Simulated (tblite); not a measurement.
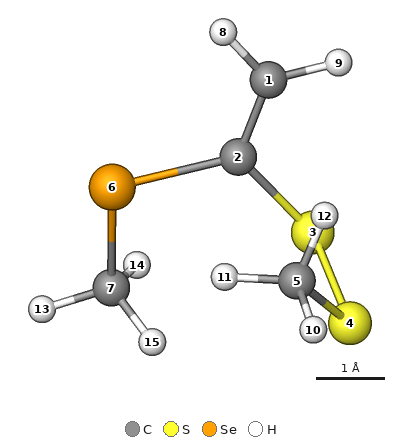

The structure as given in the input (ball-and-stick view, seen at a tilt; atoms are numbered from 1 in the order of the input). Bond lengths as drawn: C–C 1.33 Å, C–H 1.08 to 1.09 Å, C–S 1.77 to 1.81 Å, C–Se 1.94 to 1.95 Å and S–S 2.11 Å.

**C$_{4}$H$_{8}$S$_{2}$Se: saddle-point search**

The run: saddle-point search of C$_{4}$H$_{8}$S$_{2}$Se, SMILES C=C(SSC)[Se]C. Method and program: GFN2-xTB saddle search (eigenvector following) and harmonic vibrations, gas phase (tblite 0.8.0).

**Log**
```
step      E/eV     max force
  0    -605.87590   0.1261
  1    -605.87331   0.0842
  2    -605.86964   0.1428
  3    -605.87056   0.1837
  4    -605.86726   0.2325
  5    -605.87256   0.0296
  6    -605.87200   0.0311
  7    -605.87206   0.0058
  8    -605.87206   0.0036
lowest wavenumbers (cm-1): -101.9 33.1 40.6 121.4 145.2 169.6
```

**Trajectory as extended XYZ (Å, eV, eV/Å), 9 frames, from step=0 to step=8**
```
15
Properties=species:S:1:pos:R:3:forces:R:3 step=0 energy=-605.87590
C     1.2917    1.8016    0.3647    0.0110   0.0150   0.0040
C     0.3293    0.9085    0.5535   -0.0070  -0.0720   0.0390
S    -1.2846    1.1787   -0.1320    0.0230   0.1030  -0.0530
S    -1.2545    0.1258   -1.9597   -0.0340  -0.1050   0.0610
C     0.4406   -0.5001   -2.1113    0.0230   0.0640  -0.0350
Se    0.6369   -0.6724    1.6264   -0.0130   0.0190  -0.0170
C    -1.2124   -1.2437    1.8542   -0.0100  -0.0110   0.0020
H     2.2622    1.6708    0.8174    0.0010   0.0110  -0.0140
H     1.1290    2.6835   -0.2315    0.0170  -0.0050  -0.0050
H     0.4330   -1.0867   -3.0246    0.0010   0.0060  -0.0050
H     0.6943   -1.1347   -1.2668   -0.0150  -0.0090   0.0070
H     1.1418    0.3245   -2.2017    0.0110   0.0080   0.0120
H    -1.1941   -2.1109    2.5084    0.0090  -0.0110   0.0080
H    -1.7748   -0.4341    2.3130   -0.0110  -0.0090  -0.0010
H    -1.6387   -1.5109    0.8901   -0.0070  -0.0060  -0.0010
15
Properties=species:S:1:pos:R:3:forces:R:3 step=1 energy=-605.87331
C     1.2987    1.8075    0.3388   -0.0070  -0.0070   0.0060
C     0.3290    0.9282    0.5582    0.0130  -0.0200   0.0160
S    -1.2907    1.1986   -0.1145    0.0160   0.0500  -0.0350
S    -1.2508    0.1787   -1.9629    0.0170  -0.0640   0.0520
C     0.4266   -0.5037   -2.0789    0.0430   0.0320   0.0040
Se    0.6356   -0.6347    1.6549   -0.0310   0.0100  -0.0120
C    -1.2037   -1.2589    1.8367   -0.0190   0.0080  -0.0080
H     2.2763    1.6732    0.7752   -0.0040   0.0040  -0.0080
H     1.1369    2.6813   -0.2696    0.0090  -0.0060  -0.0010
H     0.4307   -1.0519   -3.0169    0.0100   0.0220   0.0300
H     0.6231   -1.1832   -1.2507   -0.0200   0.0480  -0.0620
H     1.1636    0.2973   -2.1080   -0.0570  -0.0560   0.0110
H    -1.1746   -2.1140    2.5072    0.0010   0.0020  -0.0030
H    -1.8066   -0.4604    2.2650    0.0180  -0.0350  -0.0170
H    -1.5942   -1.5578    0.8654    0.0120   0.0110   0.0280
15
Properties=species:S:1:pos:R:3:forces:R:3 step=2 energy=-605.86964
C     1.3074    1.8118    0.2974   -0.0760  -0.0740   0.0300
C     0.3261    0.9569    0.5699    0.0890   0.0730  -0.0170
S    -1.3039    1.2174   -0.0819    0.0250  -0.0160  -0.0510
S    -1.2389    0.2561   -1.9649    0.1180  -0.0290   0.0750
C     0.4106   -0.5069   -2.0290    0.0070   0.0400   0.0470
Se    0.6297   -0.5751    1.7100   -0.1040  -0.0030  -0.0160
C    -1.1935   -1.2783    1.8091   -0.0060   0.0600  -0.0110
H     2.2957    1.6710    0.7084   -0.0280  -0.0020  -0.0070
H     1.1471    2.6708   -0.3329   -0.0050  -0.0200   0.0130
H     0.4243   -1.0392   -2.9749    0.0050   0.0020   0.0060
H     0.5459   -1.2083   -1.2050   -0.0310   0.0840  -0.0920
H     1.1860    0.2595   -2.0181   -0.0990  -0.0840   0.0120
H    -1.1529   -2.1471    2.4605    0.0140   0.0010   0.0080
H    -1.8474   -0.5165    2.2338    0.0650  -0.0640  -0.0490
H    -1.5362   -1.5721    0.8176    0.0260   0.0330   0.0520
15
Properties=species:S:1:pos:R:3:forces:R:3 step=3 energy=-605.87056
C     1.3089    1.8489    0.3124    0.0820   0.0700  -0.0310
C     0.3347    0.9886    0.5688   -0.0930  -0.0780   0.0310
S    -1.2964    1.2448   -0.0799   -0.0300  -0.0140  -0.0160
S    -1.2320    0.2971   -1.9646    0.1730  -0.0580   0.0210
C     0.3808   -0.5494   -1.9959   -0.0070   0.0620   0.0780
Se    0.6400   -0.5509    1.6939   -0.0060  -0.0280   0.0200
C    -1.1692   -1.2809    1.7652    0.0230  -0.0060   0.0230
H     2.2951    1.7063    0.7246    0.0200   0.0070   0.0060
H     1.1458    2.7123   -0.3092    0.0050   0.0220  -0.0110
H     0.3898   -1.0794   -2.9424   -0.0010   0.0000  -0.0120
H     0.4666   -1.2598   -1.1723   -0.0350   0.1030  -0.1020
H     1.1913    0.1804   -1.9662   -0.1200  -0.0990   0.0110
H    -1.1209   -2.1650    2.3965    0.0110   0.0170  -0.0060
H    -1.8330   -0.5397    2.2023   -0.0130   0.0040   0.0010
H    -1.5017   -1.5533    0.7668   -0.0060  -0.0020  -0.0130
15
Properties=species:S:1:pos:R:3:forces:R:3 step=4 energy=-605.86726
C     1.3257    1.8546    0.2933   -0.1090  -0.0920   0.0420
C     0.3394    1.0135    0.5908    0.1220   0.0830  -0.0400
S    -1.2981    1.2601   -0.0480    0.0230  -0.0070   0.0130
S    -1.2271    0.3240   -1.9357   -0.0530   0.0400  -0.0470
C     0.3578   -0.5533   -1.9605   -0.0770   0.0130  -0.0780
Se    0.6359   -0.5002    1.7571   -0.1930  -0.0340  -0.0350
C    -1.1598   -1.2941    1.7281   -0.0470   0.1030  -0.0690
H     2.3175    1.7078    0.6931   -0.0220  -0.0010  -0.0050
H     1.1670    2.7078   -0.3452   -0.0130  -0.0220   0.0110
H     0.3587   -1.1026   -2.8947   -0.0270  -0.0230  -0.0590
H     0.4339   -1.2406   -1.1296    0.0000  -0.1240   0.1420
H     1.1722    0.1576   -1.9484    0.1570   0.1110   0.0150
H    -1.1117   -2.1791    2.3570    0.0130   0.0070   0.0070
H    -1.8793   -0.5779    2.1357    0.1650  -0.1320  -0.0970
H    -1.4321   -1.5775    0.7070    0.0610   0.0780   0.2000
15
Properties=species:S:1:pos:R:3:forces:R:3 step=5 energy=-605.87256
C     1.3104    1.8459    0.3073   -0.0120  -0.0070   0.0040
C     0.3333    0.9879    0.5735    0.0060   0.0060  -0.0050
S    -1.2993    1.2373   -0.0761    0.0010  -0.0110  -0.0090
S    -1.2248    0.2972   -1.9644    0.0140   0.0200   0.0040
C     0.3805   -0.5462   -1.9964    0.0090   0.0010  -0.0020
Se    0.6377   -0.5470    1.7068   -0.0060   0.0020   0.0020
C    -1.1697   -1.2807    1.7675    0.0010   0.0030   0.0050
H     2.2978    1.7046    0.7187   -0.0010   0.0010  -0.0010
H     1.1483    2.7076   -0.3180   -0.0040  -0.0030  -0.0010
H     0.3925   -1.0717   -2.9464    0.0040   0.0040   0.0130
H     0.4638   -1.2566   -1.1773   -0.0150   0.0110  -0.0230
H     1.1871    0.1820   -1.9607   -0.0080  -0.0230   0.0060
H    -1.1210   -2.1647    2.3981    0.0040   0.0020   0.0030
H    -1.8398   -0.5422    2.2010    0.0050  -0.0070  -0.0020
H    -1.4967   -1.5535    0.7665    0.0030   0.0000   0.0070
15
Properties=species:S:1:pos:R:3:forces:R:3 step=6 energy=-605.87200
C     1.3106    1.8369    0.3121   -0.0010  -0.0010   0.0010
C     0.3338    0.9751    0.5675   -0.0010   0.0020   0.0010
S    -1.2936    1.2392   -0.0887    0.0030  -0.0070  -0.0170
S    -1.2439    0.2498   -1.9545    0.0250  -0.0040   0.0180
C     0.3894   -0.5378   -2.0151   -0.0030  -0.0010  -0.0060
Se    0.6371   -0.5640    1.6947   -0.0050  -0.0020   0.0000
C    -1.1777   -1.2745    1.7851   -0.0020  -0.0020   0.0020
H     2.2954    1.6977    0.7302   -0.0010   0.0000   0.0000
H     1.1496    2.7003   -0.3110    0.0000   0.0000   0.0000
H     0.4166   -1.0361   -2.9795   -0.0030   0.0100   0.0160
H     0.4929   -1.2692   -1.2169    0.0000   0.0170  -0.0150
H     1.1745    0.2121   -1.9589   -0.0170  -0.0160   0.0030
H    -1.1340   -2.1452    2.4346    0.0010   0.0070  -0.0050
H    -1.8355   -0.5189    2.2079    0.0050  -0.0060  -0.0050
H    -1.5152   -1.5653    0.7926    0.0010   0.0030   0.0080
15
Properties=species:S:1:pos:R:3:forces:R:3 step=7 energy=-605.87206
C     1.3086    1.8351    0.3136   -0.0010  -0.0010   0.0000
C     0.3327    0.9716    0.5665    0.0020   0.0010   0.0000
S    -1.2939    1.2340   -0.0924    0.0000   0.0030   0.0040
S    -1.2404    0.2493   -1.9584   -0.0030  -0.0030  -0.0040
C     0.3926   -0.5358   -2.0215    0.0010   0.0000   0.0010
Se    0.6369   -0.5690    1.6913   -0.0030  -0.0010   0.0000
C    -1.1795   -1.2734    1.7917    0.0000   0.0010  -0.0010
H     2.2928    1.6969    0.7333    0.0000   0.0000   0.0000
H     1.1475    2.6988   -0.3090    0.0000   0.0000   0.0000
H     0.4198   -1.0311   -2.9869    0.0000   0.0000   0.0000
H     0.4974   -1.2683   -1.2255    0.0000  -0.0010   0.0000
H     1.1765    0.2143   -1.9632    0.0010   0.0010   0.0000
H    -1.1355   -2.1422    2.4434    0.0010   0.0010  -0.0010
H    -1.8330   -0.5147    2.2153    0.0010  -0.0010  -0.0020
H    -1.5225   -1.5657    0.8018    0.0010   0.0010   0.0020
15
Properties=species:S:1:pos:R:3:forces:R:3 step=8 energy=-605.87206
C     1.3090    1.8365    0.3134    0.0000   0.0000   0.0000
C     0.3331    0.9732    0.5667    0.0000   0.0000   0.0000
S    -1.2938    1.2356   -0.0916    0.0000   0.0000   0.0010
S    -1.2406    0.2506   -1.9579   -0.0020   0.0000  -0.0010
C     0.3911   -0.5375   -2.0192    0.0020  -0.0020  -0.0010
Se    0.6373   -0.5674    1.6914    0.0000   0.0000   0.0000
C    -1.1784   -1.2735    1.7893    0.0000   0.0000   0.0000
H     2.2933    1.6982    0.7328    0.0000   0.0000   0.0000
H     1.1477    2.7003   -0.3091    0.0000   0.0000   0.0000
H     0.4190   -1.0315   -2.9853    0.0000   0.0020   0.0030
H     0.4931   -1.2715   -1.2240    0.0000   0.0000  -0.0010
H     1.1762    0.2111   -1.9584    0.0000  -0.0010   0.0000
H    -1.1340   -2.1430    2.4401    0.0000   0.0000   0.0000
H    -1.8330   -0.5160    2.2131    0.0000   0.0000   0.0000
H    -1.5202   -1.5651    0.7988    0.0000   0.0000   0.0000
```

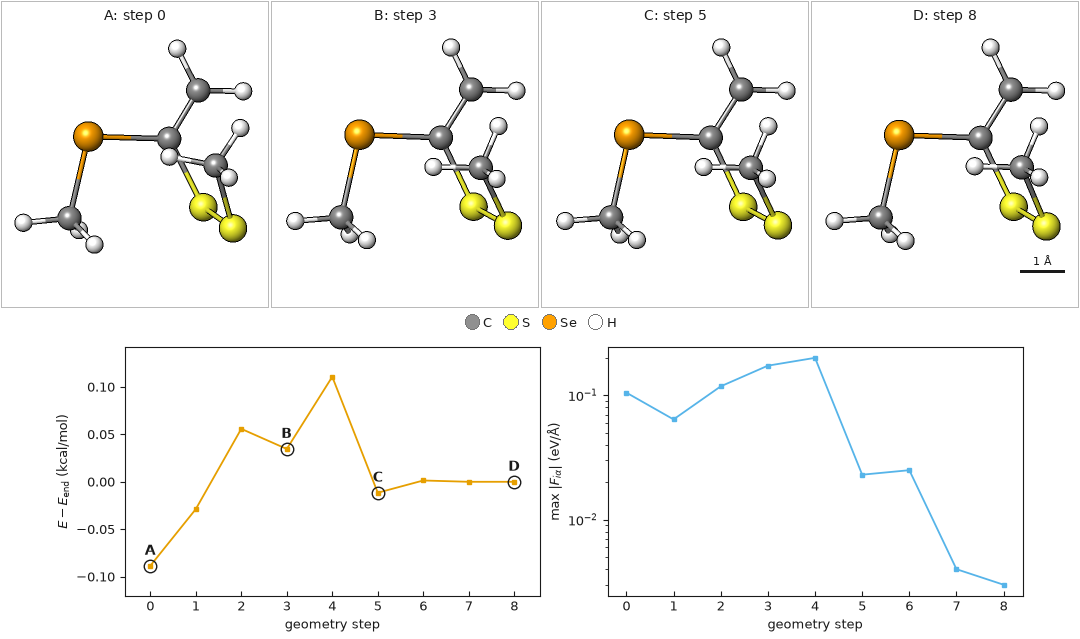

Frames of the saddle-point search (ball-and-stick view, seen at a tilt) above the curves, on which the letters mark them (steps are counted from 0).

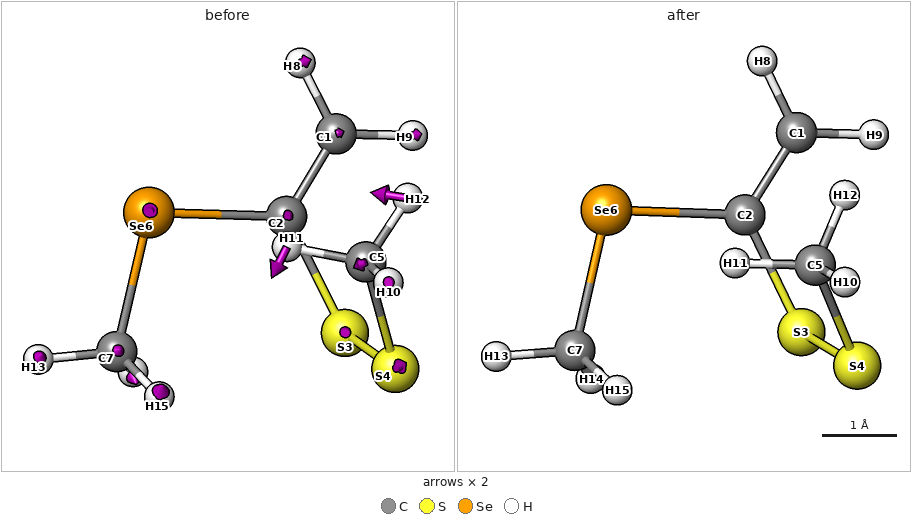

Before (left) and after (right) the saddle-point search, at one scale (ball-and-stick view, seen at a tilt). The pink arrows give the displacements, magnified 2 times. The energy rises by 0.09 kcal/mol in 8 geometry steps. The largest force component goes from 0.1 to 0.003 eV/Å. H12 moves most after the best rigid fit: 0.27 Å. By element the largest moves are H 0.27 Å, S 0.13 Å, Se 0.12 Å, C 0.11 Å. (Atoms are counted from 1 in the order of the input.)

This output came from the following input.

**The input**
```
{"job": {"xc": "GFN2-xTB", "basis": "xTB", "kind": "saddle"}, "charge": 0, "multiplicity": 1}
C      1.291698     1.801638     0.364702
C      0.329268     0.908490     0.553451
S     -1.284573     1.178690    -0.131976
S     -1.254479     0.125763    -1.959718
C      0.440598    -0.500133    -2.111333
Se     0.636913    -0.672381     1.626442
C     -1.212362    -1.243670     1.854214
H      2.262241     1.670834     0.817356
H      1.129038     2.683545    -0.231483
H      0.433038    -1.086701    -3.024563
H      0.694307    -1.134698    -1.266836
H      1.141799     0.324538    -2.201664
H     -1.194051    -2.110860     2.508351
H     -1.774772    -0.434125     2.312954
H     -1.638662    -1.510929     0.890102
```

The first line tells a small driver script what to run in tblite; the rest is the geometry in Å.

Launched with:
```bash
OMP_NUM_THREADS=1 python <driver script> task.json out
```

**Key numbers**

```json
{"quantity": "outcome", "value": "converged"}
{"quantity": "total energy", "value": "−605.8721 eV"}
{"quantity": "point group", "value": "C1"}
{"quantity": "hardware", "value": "1 CPU thread, shared host"}
{"quantity": "wall time", "value": "7 s"}
{"quantity": "peak memory", "value": "0.2 GiB"}
```
